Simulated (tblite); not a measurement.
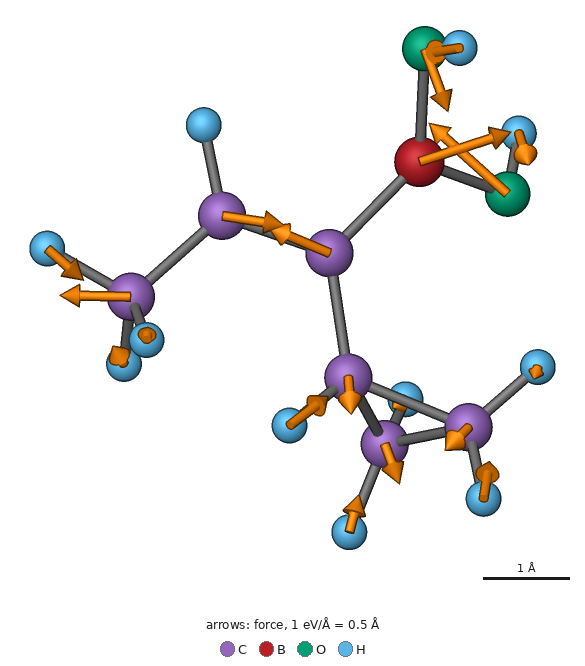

Starting geometry of C$_{6}$H$_{11}$BO$_{2}$ with the computed forces as orange arrows. Style: ball-and-stick. Shown at a tilt.

All numbers below come from GFN2-xTB geometry optimisation, gas phase in tblite 0.8.0. 

Question: Is this structure relaxed? If not, where do the atoms go?

Answer: It isn't relaxed: the largest force vector, on an O atom, is 2.49 eV/Å. The final displacements follow the starting forces only in part (cosine between the two patterns 0.32). The energy falls by 1.200 eV in 94 geometry steps. The largest move after the best rigid fit is that of an H atom, 0.86 Å. By element the largest moves are H 0.86 Å, O 0.32 Å, C 0.24 Å, B 0.18 Å. Near-neighbour distances that change, for instance: B–O 1.449 → 1.351 Å, C–H 1.134 → 1.083 Å, B–C 1.547 → 1.587 Å, C–H 1.110 → 1.080 Å. Among the angles between lasting bonds that change: C–C–C 121.4° → 126.8°, B–C–C 125.8° → 120.8°, C–C–H 112.9° → 117.8°. Groups turn about B–O by about 80°, B–O by about 45°. Cost: 1.1 s on 1 thread of Arm Neoverse N1, with other jobs on the host.
